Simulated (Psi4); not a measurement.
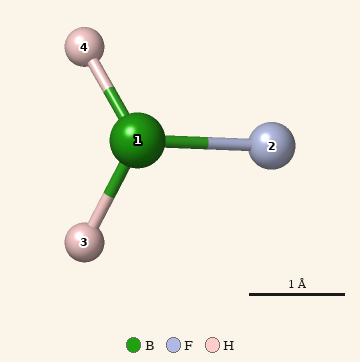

Figure 1. The structure as given in the input (ball-and-stick view, seen on its broad side; atoms are numbered from 1 in the order of the input).

## Excited-state calculation of BH$_{2}$F (charge −1)

BH$_{2}$F, charge −1, multiplicity 2, SMILES [BH2-]F, computed with TDA (HCTH/407)/6-311G*, UKS (Psi4 1.11).

The geometry comes from this level: GFN2-xTB.

## What the program printed
```
=> Loading Basis Set <=

    Name: 6-311G*
    Role: ORBITAL
    Keyword: BASIS

         ---------------------------------------------------------
                                   SCF
                              UKS Reference
                        1 Threads,   1525 MiB Core
         ---------------------------------------------------------

  ==> Geometry <==

    Molecular point group: c1
    Full point group: C1

    Geometry (in Angstrom), charge = -1, multiplicity = 2:

       Center              X                  Y                   Z               Mass
    ------------   -----------------  -----------------  -----------------  -----------------
         B           -0.086340000000     0.304430000000     0.102380000000    11.009305360000
         F            1.031910000000    -0.468820000000     0.732960000000    18.998403162730
         H           -1.140340000000    -0.333670000000     0.256190000000     1.007825032230
         H            0.194760000000     0.498060000000    -1.091520000000     1.007825032230

  Running in c1 symmetry.

  Rotational constants: A =      5.14100  B =      0.46001  C =      0.44726 [cm^-1]
  Rotational constants: A = 154123.36824  B =  13790.82823  C =  13408.43310 [MHz]
  Nuclear repulsion =   24.681591575925811

  Charge       = -1
  Multiplicity = 2
  Electrons    = 17
  Nalpha       = 9
  Nbeta        = 8

  ==> Algorithm <==

  SCF Algorithm Type is DF.
  DIIS enabled.
  MOM disabled.
  Fractional occupation disabled.
  Guess Type is SAD.
  Energy threshold   = 1.00e-06
  Density threshold  = 1.00e-06
  Integral threshold = 1.00e-12

  ==> Primary Basis <==

  Basis Set: 6-311G*
    Blend: 6-311G*
    Number of shells: 22
    Number of basis functions: 42
    Number of Cartesian functions: 44
    Spherical Harmonics?: true
    Max angular momentum: 2

  ==> DFT Potential <==

   => LibXC <=

    Version 7.1.2

   => Composite Functional: HCTH407 <=

    HCTH407 GGA Exchange-Correlation Functional

    Deriv               =              1
    GGA                 =           TRUE
    Meta                =          FALSE

    Exchange Hybrid     =          FALSE
    MP2 Hybrid          =          FALSE

   => Exchange-Correlation Functionals <=

    1.0000         HCTH/407

   => LibXC Density Thresholds  <==

    XC_GGA_XC_HCTH_407:  1.00E-14

   => Molecular Quadrature <=

    Radial Scheme          =       TREUTLER
    Pruning Scheme         =           NONE
    Nuclear Scheme         =       TREUTLER

    Blocking Scheme        =         OCTREE
    BS radius alpha        =              1
    Pruning alpha          =              1
    Radial Points          =             75
    Spherical Points       =            302
    Total Points           =          87729
    Total Blocks           =            699
    Max Points             =            256
    Max Functions          =             42
    Weights Tolerance      =       1.00E-15

   => Loading Basis Set <=

    Name: (6-311G* AUX)
    Role: JKFIT
    Keyword: DF_BASIS_SCF

  ==> Integral Setup <==

  DFHelper Memory: AOs need 0.004 GiB; user supplied 1.024 GiB.
  SCF_SUBTYPE=INCORE selected. In-core MEM_DF algorithm will be used.
  Using in-core AOs.

  ==> MemDFJK: Density-Fitted J/K Matrices <==

    J tasked:                   Yes
    K tasked:                    No
    wK tasked:                   No
    Memory [MiB]:              1048
    Algorithm:                 Core
    Schwarz Cutoff:           1E-12
    Mask sparsity (%):       0.0000
    Fitting Condition:        1E-10

   => Auxiliary Basis Set <=

  Basis Set: (6-311G* AUX)
    Blend: CC-PVTZ-JKFIT
    Number of shells: 70
    Number of basis functions: 218
    Number of Cartesian functions: 262
    Spherical Harmonics?: true
    Max angular momentum: 4

  Cached 100.0% of DFT collocation blocks in 0.094 [GiB].

  Minimum eigenvalue in the overlap matrix is 1.5620074450E-02.
  Reciprocal condition number of the overlap matrix is 3.5186072313E-03.
    Using symmetric orthogonalization.

  ==> Pre-Iterations <==

  SCF Guess: Superposition of Atomic Densities via on-the-fly atomic UHF (no occupation information).

   -------------------------
    Irrep   Nso     Nmo
   -------------------------
     A         42      42
   -------------------------
    Total      42      42
   -------------------------

  ==> Iterations <==

                           Total Energy        Delta E     RMS |[F,P]|

   @DF-UKS iter SAD:  -125.34100288118830   -1.25341e+02   0.00000e+00
   @DF-UKS iter   1:  -125.72154989527527   -3.80547e-01   1.31590e-02 ADIIS/DIIS
   @DF-UKS iter   2:  -125.56541412919169    1.56136e-01   2.03690e-02 ADIIS/DIIS
   @DF-UKS iter   3:  -125.88070592885023   -3.15292e-01   4.77873e-03 ADIIS/DIIS
   @DF-UKS iter   4:  -125.89828511204564   -1.75792e-02   8.97680e-04 ADIIS/DIIS
   @DF-UKS iter   5:  -125.89900044696078   -7.15335e-04   2.08956e-04 ADIIS/DIIS
   @DF-UKS iter   6:  -125.89904582771459   -4.53808e-05   3.69851e-05 DIIS
   @DF-UKS iter   7:  -125.89904740571573   -1.57800e-06   1.03636e-05 DIIS
   @DF-UKS iter   8:  -125.89904751880781   -1.13092e-07   1.86953e-06 DIIS
   @DF-UKS iter   9:  -125.89904752496622   -6.15842e-09   5.02213e-07 DIIS
  Energy and wave function converged.

  ==> Post-Iterations <==

   Electrons on quadrature grid:
      Nalpha   =    9.0000014896 ; deviation = 1.490e-06
      Nbeta    =    8.0000009155 ; deviation = 9.155e-07
      Ntotal   =   17.0000024050 ; deviation = 2.405e-06

   @Spin Contamination Metric:   4.569132241E-03
   @S^2 Expected:                7.500000000E-01
   @S^2 Observed:                7.545691322E-01
   @S   Expected:                5.000000000E-01
   @S   Observed:                5.000000000E-01

    Orbital Energies [Eh]
    ---------------------

    Alpha Occupied:

       1A    -23.913806     2A     -6.269780     3A     -0.785837
       4A     -0.208958     5A     -0.111557     6A     -0.103325
       7A     -0.081848     8A     -0.008427     9A      0.120233

    Alpha Virtual:

      10A      0.273304    11A      0.298887    12A      0.317283
      13A      0.430003    14A      0.469570    15A      0.510701
      16A      0.580784    17A      0.663517    18A      0.707936
      19A      1.023807    20A      1.024077    21A      1.085761
      22A      1.162438    23A      1.278073    24A      1.306715
      25A      1.336974    26A      1.438762    27A      1.838915
      28A      1.945188    29A      2.066356    30A      2.177156
      31A      2.552023    32A      2.612281    33A      3.958706
      34A      3.962426    35A      4.067007    36A      4.073148
      37A      4.451017    38A      6.231597    39A      6.258252
      40A      6.332345    41A     14.232852    42A     66.765924

    Beta Occupied:

       1A    -23.911568     2A     -6.266201     3A     -0.780113
       4A     -0.191775     5A     -0.100328     6A     -0.096471
       7A     -0.067220     8A     -0.001335

    Beta Virtual:

       9A      0.180990    10A      0.272518    11A      0.300770
      12A      0.320623    13A      0.419764    14A      0.472980
      15A      0.529005    16A      0.598047    17A      0.679195
      18A      0.724842    19A      1.066969    20A      1.073973
      21A      1.114840    22A      1.219517    23A      1.303457
      24A      1.323869    25A      1.349170    26A      1.466038
      27A      1.837487    28A      1.995864    29A      2.078526
      30A      2.192945    31A      2.556246    32A      2.618894
      33A      3.966501    34A      3.970155    35A      4.075879
      36A      4.076560    37A      4.457920    38A      6.244542
      39A      6.262287    40A      6.337506    41A     14.240950
      42A     66.770101

    Final Occupation by Irrep:
              A
    DOCC [     8 ]
    SOCC [     1 ]
    NA   [     9 ]
    NB   [     8 ]

  @DF-UKS Final Energy:  -125.89904752496622

   => Energetics <=

    Nuclear Repulsion Energy =             24.6815915759258111
    One-Electron Energy =                -227.4535286841367281
    Two-Electron Energy =                  92.3531688778917186
    DFT Exchange-Correlation Energy =     -15.4802792946470138
    Empirical Dispersion Energy =           0.0000000000000000
    VV10 Nonlocal Energy =                  0.0000000000000000
    Total Energy =                       -125.8990475249662211

  UHF NO Occupations:
  HONO-2 :    7  A 1.9993633
  HONO-1 :    8  A 1.9988359
  HONO-0 :    9  A 1.0000000
  LUNO+0 :   10  A 0.0011641
  LUNO+1 :   11  A 0.0006367
  LUNO+2 :   12  A 0.0003381
  LUNO+3 :   13  A 0.0001305

Computation Completed

Properties will be evaluated at   0.000000,   0.000000,   0.000000 [a0]

Properties computed using the SCF density matrix

 Multipole Moments:

 ------------------------------------------------------------------------------------
     Multipole            Electronic (a.u.)      Nuclear  (a.u.)        Total (a.u.)
 ------------------------------------------------------------------------------------

 L = 1.  Multiply by 2.5417464519 to convert [e a0] to [Debye]
 Dipole X            :        -15.1507251           14.9475636           -0.2031615
 Dipole Y            :          4.5337080           -4.7863739           -0.2526659
 Dipole Z            :        -12.2117831           11.8546488           -0.3571343
 Magnitude           :                                                    0.4823480

 ------------------------------------------------------------------------------------

	total time  =          3 seconds =       0.05 minutes

******************************************************************************************
**********                               WARNING                                **********
**********       The names of excited state variables changed between 1.5       **********
**********     and 1.6. For a quick solution, remove the symmetry specifier     **********
**********   from the variable name. For full details, see 'Notes on Psivars'   **********
**********                        in the documentation.                         **********
******************************************************************************************

         ---------------------------------------------------------
                         TDSCF excitation energies
         ---------------------------------------------------------

  ==> Options <==

     Residual threshold  : 1.0000e-04
     Initial guess       : denominators
     Reference           : UHF
     Solver type         : TDA (Davidson)

  ==> Requested Excitations <==

      4 singlet states with A symmetry

  ==> Seeking the lowest 4 singlet states with A symmetry

                         Generalized Davidson Solver

  ==> Options <==

    Max number of iterations        = 60
    Eigenvector tolerance           = 1.0000e-04
    Max number of expansion vectors = 800

  => Iterations <=
                           Max[D[value]]     Max[|R|]   # vectors
  DavidsonSolver iter   1:   2.01180e-01  4.67942e-02     16
  DavidsonSolver iter   2:   1.69667e-03  9.20862e-03     20
  DavidsonSolver iter   3:   8.38300e-05  2.19490e-03     24
  DavidsonSolver iter   4:   3.92842e-06  2.54490e-04     28
  DavidsonSolver iter   5:   6.61455e-08  6.03797e-05     30      Converged

******************************************************************************************
**********                               WARNING                                **********
**********  Length-gauge rotatory strengths are **NOT** gauge-origin invariant  **********
******************************************************************************************

                                    Excitation Energy         Total Energy        Oscillator Strength             Rotatory Strength
     #   Sym: GS->ES (Trans)        au              eV              au          au (length)    au (velocity)    au (length)    au (velocity)
    ---- -------------------- --------------- --------------- --------------- --------------- --------------- --------------- ---------------
     1        A->A (1 A)       0.15365         4.18111        -125.74539       0.0361          0.0160         -0.0000          0.0000
     2        A->A (1 A)       0.17709         4.81898        -125.72195       0.0068          0.0400          0.0000          0.0000
     3        A->A (1 A)       0.18118         4.93017        -125.71787       0.0052          0.0004         -0.0000         -0.0000
     4        A->A (1 A)       0.19982         5.43747        -125.69922       0.0583          0.0274          0.0000          0.0000

Contributing excitations
Only contributions with abs(coeff) > 1.00e-01 will be printed:

Excited State    1 (1 A):   0.15365 au   296.53 nm f = 0.0361
Alpha orbitals:
  Sums of squares: Xssq =  9.965157e-01
      9a (a) ->  10a (a)    0.997477 (99.496%)
Beta orbitals:
  Sums of squares: Xssq =  3.484336e-03

Excited State    2 (1 A):   0.17709 au   257.28 nm f = 0.0068
Alpha orbitals:
  Sums of squares: Xssq =  9.965809e-01
      9a (a) ->  11a (a)    0.997860 (99.572%)
Beta orbitals:
  Sums of squares: Xssq =  3.419069e-03

Excited State    3 (1 A):   0.18118 au   251.48 nm f = 0.0052
Alpha orbitals:
  Sums of squares: Xssq =  4.134416e-02
      9a (a) ->  12a (a)    0.197258 ( 3.891%)
Beta orbitals:
  Sums of squares: Xssq =  9.586558e-01
      8a (b) ->   9a (b)   -0.978210 (95.689%)

Excited State    4 (1 A):   0.19982 au   228.02 nm f = 0.0583
Alpha orbitals:
  Sums of squares: Xssq =  9.565784e-01
      9a (a) ->  12a (a)   -0.976644 (95.383%)
Beta orbitals:
  Sums of squares: Xssq =  4.342156e-02
      8a (b) ->   9a (b)   -0.199334 ( 3.973%)

******************************************************************************************
**********                               WARNING                                **********
**********       The names of excited state variables changed between 1.5       **********
**********     and 1.6. For a quick solution, remove the symmetry specifier     **********
**********   from the variable name. For full details, see 'Notes on Psivars'   **********
**********                        in the documentation.                         **********
******************************************************************************************
```

## Standard output
```
E = -125.899047525
```

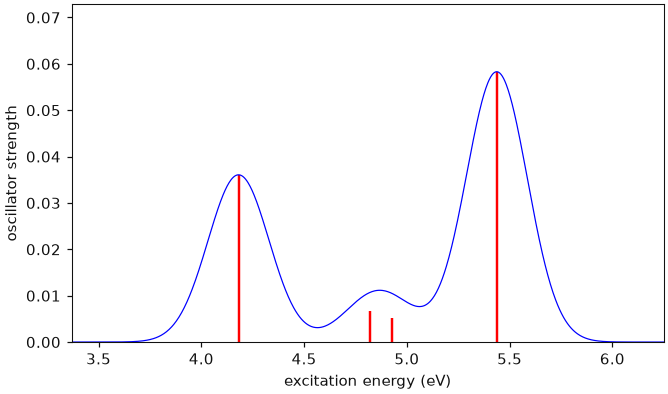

Figure 2. Computed excitations as sticks (degenerate states added up, dark ones marked on the axis), with a Gaussian envelope of 0.35 eV full width at half maximum, scaled to the tallest. Of the 4 states the lowest lies at 4.18 eV (f = 0.036); the strongest line is at 5.44 eV, or 228 nm (f = 0.058).

The run was set up as follows.

## Input (bfh2.py)
```python
import psi4

psi4.set_memory('1600 MB')
psi4.set_num_threads(1)
psi4.core.set_output_file('bfh2.out', False)

m = psi4.geometry("""
-1 2
B     -0.086340     0.304430     0.102380
F      1.031910    -0.468820     0.732960
H     -1.140340    -0.333670     0.256190
H      0.194760     0.498060    -1.091520
units angstrom
symmetry c1
no_reorient
no_com
""")

psi4.set_options({
    'basis': '6-311G*',
    'reference': 'uks',
    'tdscf_states': 4,
    'tdscf_tda': True,
})

e_tot = psi4.energy('td-hcth407', molecule=m)
print('E =', round(e_tot, 9))
```

Command:
```bash
python bfh2.py
```

## Summary

- outcome: converged
- total energy: −125.899048 hartree
- basis functions: 42
- ⟨S²⟩: 0.755
- lowest excitation: 4.18 eV
- hardware: 1 thread of Intel Xeon (Sapphire Rapids), 16 GiB of memory available, shared host
- wall time: 11 s
- peak memory: 0.3 GiB

## Remarks

The record of the run, not the program, notes: unbound anion.
